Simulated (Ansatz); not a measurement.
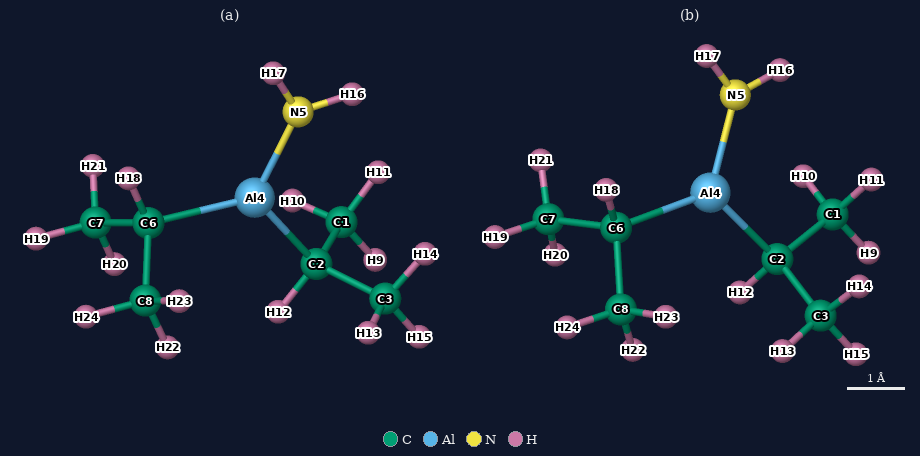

The structure of C6H16AlN before (left) and after (right) a relaxation, at one scale.

Style: ball-and-stick. Shown at a tilt.

The start comes from PBE-D4/def2-SVP.

The calculation used RKS PBE0-D4/def2-TZVP in Ansatz. (force threshold 0.005 eV/Å; at most 150 steps)

Question: Summarise the run.

Answer: The atom that moves furthest after the best rigid fit is H16 (1.18 Å). By element the largest moves are H 1.18 Å, N 0.87 Å, C 0.63 Å, Al 0.27 Å. Some distances before and after: Al4–N5 1.793 → 1.775 Å, C1–H10 1.111 → 1.094 Å, C1–H11 1.112 → 1.095 Å, Al4–C6 1.991 → 1.974 Å. Among the angles between lasting bonds that change: Al4–C6–C8 110.9° → 113.5°. Groups turn about C2–Al4 by about 45°, Al4–C6 by about 25°. Over 34 accepted moves (36 points after the start) the energy falls by 10.7 kJ/mol. The largest force component goes from 0.65 to 0.003 eV/Å. The line search rejected the trial steps at points 15, 23 of the run.
